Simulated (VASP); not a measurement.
```xyz
3
Lattice="0.0000 2.1798 2.1798 2.1798 0.0000 2.1798 2.1798 2.1798 0.0000" Properties=species:S:1:pos:R:3 pbc="T T T"
Be     1.0899     1.0899     1.0899
Be     3.2697     3.2697     3.2697
C      4.3596     4.3596     4.3596
```

The numbers are results of RPBE GGA, VASP's PBE PAW potentials (set 64) (plane waves; VASP), not measurements. Numerical set-up: 520 eV cut-off, 10×10×10 Γ-centred mesh, tetrahedra with Blöchl corrections, potentials Be C.

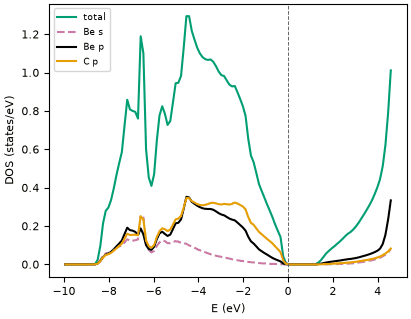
Figure. Total and projected density of states, zero at the valence-band maximum

Within 2 eV below the valence-band maximum the largest weight inside VASP's projection spheres is C p, then Be p.

The gap is indirect, 1.13 eV, from the valence maximum at Γ to the conduction minimum at X.

The compound is Be2C in the antifluorite structure. It was relaxed first.
